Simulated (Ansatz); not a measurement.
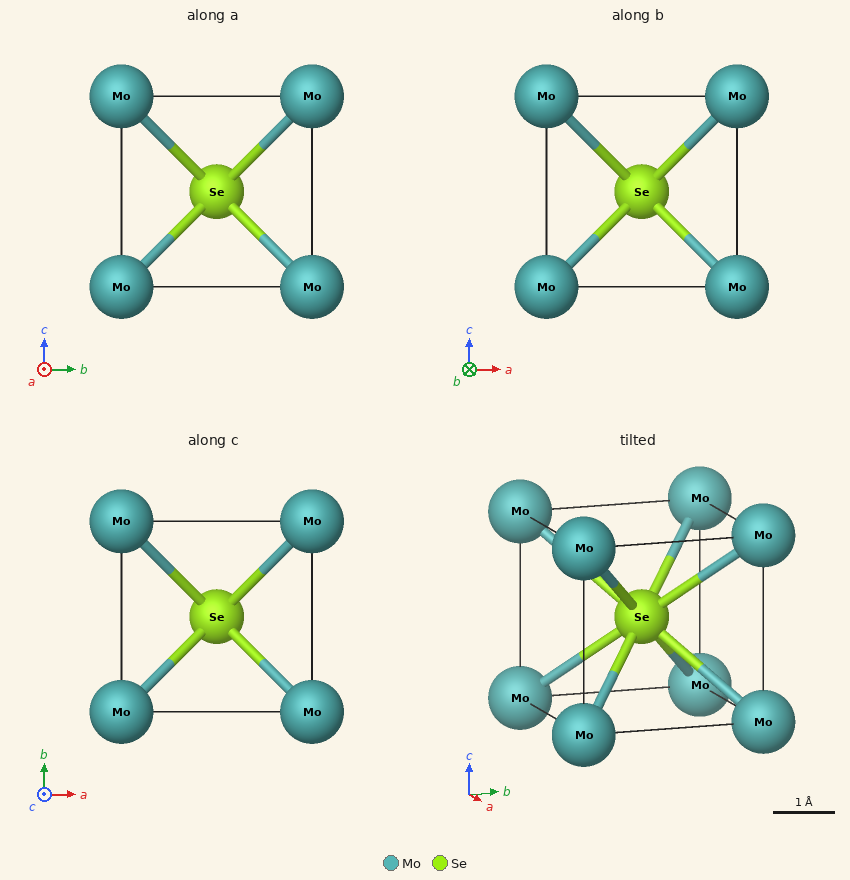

The crystal in a ball-and-stick representation, seen along the a axis, along the b axis, along the c axis and slightly off an axis. The parallelepiped is the conventional unit cell.

Lattice parameters: a = 3.146 Å, b = 3.146 Å, c = 3.146 Å, α = 90.00°, β = 90.00°, γ = 90.00°.

Give the structure in the form of a table of Wyckoff sites.

Answer. Space group Pm-3m (No. 221).
| atom | site | x | y | z |
| --- | --- | --- | --- | --- |
| Mo | 1a | 0.0000 | 0.0000 | 0.0000 |
| Se | 1b | 0.5000 | 0.5000 | 0.5000 |

The cell started as a structure type filled with these elements by a generator (whether the compound takes this form wasn't checked). Earlier steps of the study may have refined or changed the cell and positions. It was run through Ansatz as a DFT input.
